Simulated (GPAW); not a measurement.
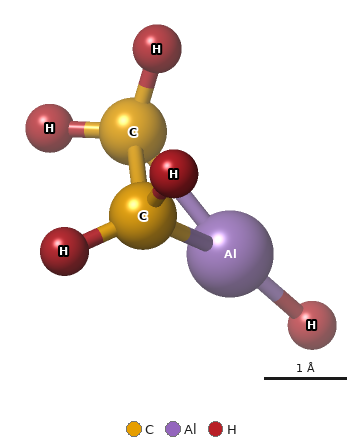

*The structure (ball-and-stick view, seen at a tilt). Sticks mark near contacts.*

Bond lengths as drawn: Al–C 1.93 Å, Al–H 1.55 Å, C–C 1.67 Å and C–H 1.09 Å.

## Property calculation of C2H5Al (charge +3)

C2H5Al, charge +3, computed with PBE/real-space grid, scalar-relativistic datasets (GPAW 26.7.0).

Some settings of this run were made unusual or wrong on purpose. The geometry comes from this level: GFN2-xTB.

### The input (run.py)
```python
from ase.io import read
from gpaw import GPAW

# Set up the molecule
atoms = read("run.xyz")
atoms.center(vacuum=4.5)

# GPAW settings
calc = GPAW(mode="fd", h=0.2, xc="PBE", charge=3, maxiter=67, txt="-")
atoms.calc = calc

energy = atoms.get_potential_energy()
print(f"Energy = {energy:.5f} eV")
forces = atoms.get_forces()
print("Forces (eV/Ang)")
for symbol, f in zip(atoms.symbols, forces):
    print(f'{symbol:2} {f[0]:9.4f} {f[1]:9.4f} {f[2]:9.4f}')
homo, lumo = calc.get_homo_lumo()
print(f"HOMO                    {homo:.3f} eV")
print(f"LUMO                    {lumo:.3f} eV")
print(f"Gap                     {lumo - homo:.3f} eV")
```

### File run.xyz
```
8

C     -0.771600     0.181250    -0.461870
C      0.789430     0.461690     0.062720
Al    -0.034380    -1.157910     0.719550
H     -0.827420     0.109780    -1.548100
H     -1.448110     0.976570    -0.148280
H      0.871100     1.401150     0.608840
H      1.490880     0.502120    -0.770740
H     -0.069910    -2.474650     1.537880
```

Launched with:
```bash
OMP_NUM_THREADS=1 python run.py
```

### Log
```
__  _  _
 | _ |_)|_||  |
 |__||  | ||/\| - 26.7.0

units:  Angstrom and eV
cores:  1
OpenMP: False

Versions:
  Python: 3.12.14
  ASE:    3.29.0
  Numpy:  2.5.5
  Scipy:  1.18.1
  Libxc:  7.0.0

        _gpaw.cpython-312-aarch64-linux-gnu.so

Input parameters:
  mode=FD(),
  charge=3,
  h=0.2,
  maxiter=67,
  xc=XC(name='PBE')

Diagonalizing LCAO Hamiltonian
Converting LCAO to fd mode
         .----------------------------.
        /|                            |
       / |                            |
      /  |                            |
     /   |                            |
    /    |                            |
   /     |                            |
  /      |                            |
 *       |                            |
 |       |                            |
 |       |             H              |
 |       |       HHAl C               |
 |       |        C     H             |
 |       |        H                   |
 |       |                            |
 |       .----------------------------.
 |      /                            /
 |     /                            /
 |    /                            /
 |   /                            /
 |  /                            /
 | /                            /
 |/                            /
 *----------------------------*

Atoms  # Å, Bohr magnetons
|   | symbol |        x |        y |        z |    initial magnetic moments |
|---|--------|----------|----------|----------|-----------------------------|
| 0 |      C | 5.176510 | 7.155900 | 5.586230 | ( 0.0000,  0.0000,  0.0000) |
| 1 |      C | 6.737540 | 7.436340 | 6.110820 | ( 0.0000,  0.0000,  0.0000) |
| 2 |     Al | 5.913730 | 5.816740 | 6.767650 | ( 0.0000,  0.0000,  0.0000) |
| 3 |      H | 5.120690 | 7.084430 | 4.500000 | ( 0.0000,  0.0000,  0.0000) |
| 4 |      H | 4.500000 | 7.951220 | 5.899820 | ( 0.0000,  0.0000,  0.0000) |
| 5 |      H | 6.819210 | 8.375800 | 6.656940 | ( 0.0000,  0.0000,  0.0000) |
| 6 |      H | 7.438990 | 7.476770 | 5.277360 | ( 0.0000,  0.0000,  0.0000) |
| 7 |      H | 5.878200 | 4.500000 | 7.585980 | ( 0.0000,  0.0000,  0.0000) |

Unit cell  # Å
| periodic |         x |         y |         z |   lengths |    angles |
|----------|-----------|-----------|-----------|-----------|-----------|
|       no | 11.938990 |  0.000000 |  0.000000 | 11.938990 | 90.000000 |
|       no |  0.000000 | 12.875800 |  0.000000 | 12.875800 | 90.000000 |
|       no |  0.000000 |  0.000000 | 12.085980 | 12.085980 | 90.000000 |

Number of symmetries: 1
Symmetry operations  # r_c * U_cc + t_c -> r_c
|   | kind |            matrix            |
|---|------|------------------------------|
| 0 |  E   |  1, 0, 0,  0, 1, 0,  0, 0, 1 |

BZ-sampling:
  Number of BZ points: 1
  Number of IBZ points: 1

  Monkhorst-Pack size: [1, 1, 1]
  Monkhorst-Pack shift: [0, 0, 0]

K-points  # in reciprocal-cell coordinates
|   |                                coordinates |     weight |
|---|--------------------------------------------|------------|
| 0 | (  0.00000000,   0.00000000,   0.00000000) | 1.00000000 |

Uniform wave function grid shape: (np.int64(59), np.int64(63), np.int64(59))
Spin-components: 1 (collinear spins)
Bands:           12
Projectors:      30
Spin-degeneracy: 2
Datatype:        float64

  Storage: CPU
  Wave functions: 21_053_088 bytes (21_053_088 per core)

Parallelization:
  kpt:    1
  domain: 1
  band:   1

Density:
  Valence electrons: 16.0
  Components: 1
  Grid points: [60 64 60]
  Charge: 3.0  # |e|

Potential:
  Grid points: [60 64 60]

species:
  C:
    name:    Carbon
    Z:       6.0
    valence: 4
    core:    2
    charge:  0.0  # [|e|]
    file:    C.PBE.gz
    compensation charges:
      type: gauss
      rc: 0.20  # [Å]
      lmax: 2
    cutoffs:
      filter: 1.14  # [Å]
      core: 1.14  # [Å]
    projectors
    | kind |    occ | energy [eV] | rcut [Å] |
    |------|--------|-------------|----------|
    |   2s |  2.000 |     -13.751 |    0.635 |
    |   2p |  2.000 |      -5.284 |    0.635 |
    |    s |        |      13.461 |    0.635 |
    |    p |        |      21.927 |    0.635 |
    |    d |        |       0.000 |    0.635 |

    Using partial waves for C as LCAO basis

  Al:
    name:    Aluminium
    Z:       13.0
    valence: 3
    core:    10
    charge:  0.0  # [|e|]
    file:    Al.PBE.gz
    compensation charges:
      type: gauss
      rc: 0.34  # [Å]
      lmax: 2
    cutoffs:
      filter: 1.91  # [Å]
      core: 2.36  # [Å]
    projectors
    | kind |    occ | energy [eV] | rcut [Å] |
    |------|--------|-------------|----------|
    |   3s |  2.000 |      -7.753 |    1.085 |
    |   3p |  1.000 |      -2.712 |    1.085 |
    |    s |        |      19.459 |    1.085 |
    |    p |        |      24.499 |    1.085 |
    |    d |        |       0.000 |    1.085 |

    Using partial waves for Al as LCAO basis

  H:
    name:    Hydrogen
    Z:       1.0
    valence: 1
    core:    0
    charge:  0.0  # [|e|]
    file:    H.PBE.gz
    compensation charges:
      type: gauss
      rc: 0.15  # [Å]
      lmax: 2
    cutoffs:
      filter: 0.85  # [Å]
      core: 0.53  # [Å]
    projectors
    | kind |    occ | energy [eV] | rcut [Å] |
    |------|--------|-------------|----------|
    |   1s |  1.000 |      -6.494 |    0.476 |
    |    s |        |      20.717 |    0.476 |
    |    p |        |       0.000 |    0.476 |

    Using partial waves for H as LCAO basis

Reference energy: -8721.130307  # eV

eigensolver:
  PPCG
  Converge bands: occupied
  niter=2

density mixing:
  MSR1-Mixer
  Pratt-step length: 0.05
  Maximum mixing coefficient: 0.75
  Old densities: 10
  SVD Regularization: 0.005
  Good broyden scale: 1.0
  Trust region scale: 1.0
  Backstep threshold: 4.0
  History deletion threshold: 6.0
  Fourier metric: weight=20.0, sigma=0.015

occupation numbers:
  # Zero width

FastPoissonSolver using
    Stencil: 6*3+1=19 point O(h^6) finite-difference Laplacian
    FFT axes: []
    FST axes: [np.int64(0), np.int64(2), np.int64(1)]

xc functional:
  name: PBE with 2 nearest neighbor stencil
interpolation: tri-quintic # 5. degree polynomial

Initialization done in: 1.622 s

convergence criteria:
- Maximum [total energy] change in last 3 cyles: 0.0005 eV / valence electron
- Maximum integral of absolute [dens]ity change: 0.0001 electrons / valence electron
- Maximum integral of absolute [eigenst]ate change: 4e-08 eV^2 / valence electron
maximum number of iterations: 67

SCF iterations
|iter     |     time |      energy | eigst |  dens |
|---------|----------|-------------|-------|-------|
|iter:   1| 00:00:02 |   -9.997119 | +1.30 |       |
|iter:   2| 00:00:03 |   -4.803473 | +0.18 | -0.31 |
|iter:   3| 00:00:04 |    1.219747 | +0.94 | -0.36 |
|iter:   4| 00:00:05 |   10.134681 | +0.59 | -0.64 |
|iter:   5| 00:00:06 |    2.454940 | +0.17 | -0.85 |
|iter:   6| 00:00:06 |   11.429804 | +0.35 | -0.63 |
|iter:   7| 00:00:07 |   11.417316 | -0.46 | -1.45 |
|iter:   8| 00:00:08 |   11.460066 | -1.24 | -1.50 |
|iter:   9| 00:00:09 |   11.455854 | -1.65 | -1.66 |
|iter:  10| 00:00:10 |   11.471268 | -2.17 | -1.75 |
|iter:  11| 00:00:11 |   11.481181 | -2.74 | -1.88 |
|iter:  12| 00:00:12 |   11.480799 | -3.54 | -2.28 |
|iter:  13| 00:00:13 |   11.482327c| -3.45 | -2.34 |
|iter:  14| 00:00:14 |   11.482340c| -4.41 | -3.23 |
|iter:  15| 00:00:15 |   11.482340c| -5.68 | -3.87 |
|iter:  16| 00:00:16 |   11.482339c| -6.44 | -4.22c|
|iter:  17| 00:00:17 |   11.482339c| -7.33 | -5.12c|
|iter:  18| 00:00:18 |   11.482339c| -7.76c| -5.57c|

Converged in 18 steps
SCF loop duration: 16.381 s (0.910 s/step)
Energy contributions relative to reference atoms: (reference = -8721.130307)

Energy contributions:
  Kinetic:           6.436516
  Coulomb:          13.573341
  Zero:              0.215396
  External:          0.000000
  Xc:               -8.742914
  Entropy:           0.000000
  Spinorbit:         0.000000
  ----------------------------
  Free energy:      11.482339
  Extrapolated:     11.482339

dipole moment: (17.807771, 19.701104, 18.915172)  # |e|*Ang

Fermi level: -27.405
Eigenvalues  # (at kpt = [0.000, 0.000, 0.000])
| band index |      eig [eV] | occ [0-2] |
|------------|---------------|-----------|
|          0 |       -39.651 |     2.000 |
|          1 |       -35.079 |     2.000 |
|          2 |       -31.812 |     2.000 |
|          3 |       -30.923 |     2.000 |
|          4 |       -28.766 |     2.000 |
|          5 |       -28.637 |     2.000 |
|          6 |       -27.405 |     1.000 |
|          7 |       -27.003 |     0.000 |
|          8 |       -20.598 |     0.000 |
|          9 |       -19.895 |     0.000 |
|         10 |       -18.343 |     0.000 |
|         11 |       -17.433 |     0.000 |

Gap: 1.232 eV
Transition (v -> c):
  (s=0, k=0, n=5, [0.00, 0.00, 0.00]) -> (s=0, k=0, n=6, [0.00, 0.00, 0.00])
No difference between direct/indirect transitions
vacuum-level: 0.000  # V
Energy = 11.48234 eV

Forces  # eV/Ang
|        x |        y |        z |
|----------|----------|----------|
|  3.44130 |  5.29325 | -1.67468 |  # C    0
| -3.16414 |  3.99546 | -4.12671 |  # C    1
| -0.14133 | -4.17387 |  2.65234 |  # Al   2
|  0.12061 | -1.94590 | -1.44159 |  # H    3
| -1.41666 |  0.16646 |  1.96450 |  # H    4
| -0.15872 |  0.47830 |  2.42913 |  # H    5
|  1.38143 | -1.72622 | -0.95884 |  # H    6
| -0.05558 | -2.02351 |  1.26352 |  # H    7

Force computation time: 0.045  # s
Forces (eV/Ang)
C     3.4413    5.2932   -1.6747
C    -3.1641    3.9955   -4.1267
Al   -0.1413   -4.1739    2.6523
H     0.1206   -1.9459   -1.4416
H    -1.4167    0.1665    1.9645
H    -0.1587    0.4783    2.4291
H     1.3814   -1.7262   -0.9588
H    -0.0556   -2.0235    1.2635
HOMO                    -28.637 eV
LUMO                    -27.405 eV
Gap                     1.232 eV
```

### What the run reported

- outcome: converged
- energy relative to the program's reference atoms: 11.4823 eV
- largest force: 6.558 eV/Å
- HOMO: −28.64 eV
- LUMO: −27.40 eV
- hardware: 1 thread of Arm Neoverse V2, 24 GiB of memory available, shared host
- wall time: 19 s
- peak memory: 0.58 GiB

Some settings of this run were drawn to be unusual or wrong (charge set to 3). It converged; results that depend on the unusual settings are not reference values. Further notes kept with the run: fractional occupations.
